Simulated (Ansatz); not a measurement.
B₂Br (space group P-3m1, No. 164). Coordinates: the end point of a relaxation with Ansatz 0.2.0, DFT, PAW plane waves, pbe; the starting structure was generated, so it need not be a known form of this composition.

```yaml
crystal:
  lattice:
    - [3.10011, 0.00000, 0.00000]
    - [-1.55005, 2.68477, 0.00000]
    - [0.00000, 0.00000, 10.40266]
  atoms:
    - { symbol: B, position: [0.00000, 0.00000, 0.42330] }
    - { symbol: B, position: [0.00000, 0.00000, 0.57670] }
    - { symbol: B, position: [0.66667, 0.33333, 0.99989] }
    - { symbol: B, position: [0.33333, 0.66667, 0.00011] }
    - { symbol: Br, position: [0.66667, 0.33333, 0.29488] }
    - { symbol: Br, position: [0.33333, 0.66667, 0.70512] }
```

Describe the stacking along c, with columns A (0, 0), B (1/3, 2/3), C (2/3, 1/3) of the hexagonal mesh.

B(B)+B(C) – Br(C) – B(A) – B(A) – Br(B) (five layers in 10.40 Å).

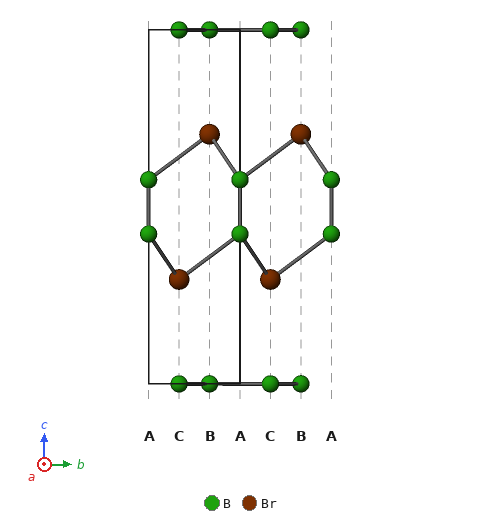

Projection along an edge of the hexagonal mesh, stacking direction c upwards. The dashed lines mark the three columns A (0, 0), B (1/3, 2/3) and C (2/3, 1/3). The sequence starts with the first layer at or above the cell's origin.
